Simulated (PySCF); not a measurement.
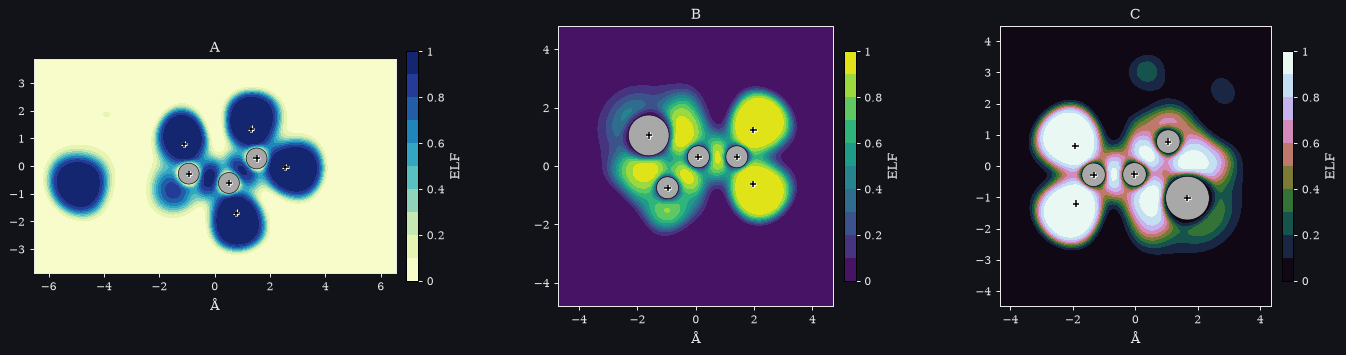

The ELF of 3 systems, each on a plane through atoms (crosses mark nuclei in the plane; grey discs cover the cores).

Method: CAM-B3LYP/def2-SVPD, SCF density, gas phase in PySCF 2.14.0.

System 1: C3H12Si3, the plane of atoms C2, C1 and H7. Geometry: PBE0-D3(BJ)/def2-SVP.

```csv
atom,x (Å),y (Å),z (Å)
C,2.7143,0.9443,0.2266
C,2.0386,0.2280,-0.6765
C,1.0461,-0.8405,-0.3624
Si,-0.7400,-0.2186,-0.6261
Si,-2.2819,-1.8365,0.0871
Si,-1.0608,1.7261,0.6456
H,3.3966,1.7423,-0.0757
H,2.6090,0.7572,1.3007
H,2.1757,0.4604,-1.7408
H,1.1278,-1.1598,0.6900
H,1.1955,-1.7326,-0.9941
H,-0.9700,0.0834,-2.0770
H,-2.1033,-3.1270,-0.6504
H,-3.6841,-1.3569,-0.1152
H,-2.0760,-2.0973,1.5470
H,-0.6105,1.4578,2.0484
H,-0.2966,2.8922,0.1081
H,-2.5143,2.0813,0.6809
```

System 2: C4H7FSi, the plane of atoms Si3, C2 and C4. Geometry: GFN2-xTB.

```csv
atom,x (Å),y (Å),z (Å)
C,1.9480,-0.1845,0.6828
C,0.8748,0.3804,0.1760
Si,-0.3983,1.7216,-0.0060
C,-0.2778,-0.0582,-0.6931
C,-1.1270,-1.1856,-0.1730
F,-2.4276,-1.0755,-0.6281
H,2.2168,-1.2096,0.4654
H,2.6227,0.3541,1.3297
H,-0.1578,2.7997,-0.9475
H,-1.2910,1.9726,1.1105
H,-0.0355,-0.1806,-1.7451
H,-1.1793,-1.1668,0.9204
H,-0.7721,-2.1672,-0.5098
```

System 3: C3H6O3SSi, the plane of atoms C2, C1 and H9. Geometry: GFN2-xTB.

```xyz
14

C    -2.3032   -0.3350    0.5177
C    -1.2002    0.3798    0.4738
Si   -0.0957    1.7793   -0.0423
C     0.1924    0.2163    1.0113
S     1.0132   -0.9510   -0.0020
O     0.9338   -2.3017    0.4689
O     0.6626   -0.6842   -1.3642
O     2.5628   -0.4890    0.2165
H    -2.3493   -1.2681    1.0609
H    -3.2040   -0.0235    0.0146
H    -0.2119    2.9481    0.8242
H     0.5028    1.9448   -1.3449
H     0.3778    0.0403    2.0582
H     3.1183   -1.2563    0.3652
```

Match each panel to its system.

Answer. Panel A is system 1, C3H12Si3: the plane holds C and H. C–C (1.34 Å): the ELF peaks at about 0.95 between the atoms: a multiple bond. Panel B is system 3, C3H6O3SSi: the plane holds C, Si and H. C–C (1.32 Å): the ELF peaks at about 0.90 between the atoms: a multiple bond. Panel C is system 2, C4H7FSi: the plane holds C, Si and H. C–C (1.31 Å): the ELF peaks at about 0.90 between the atoms (a multiple bond).
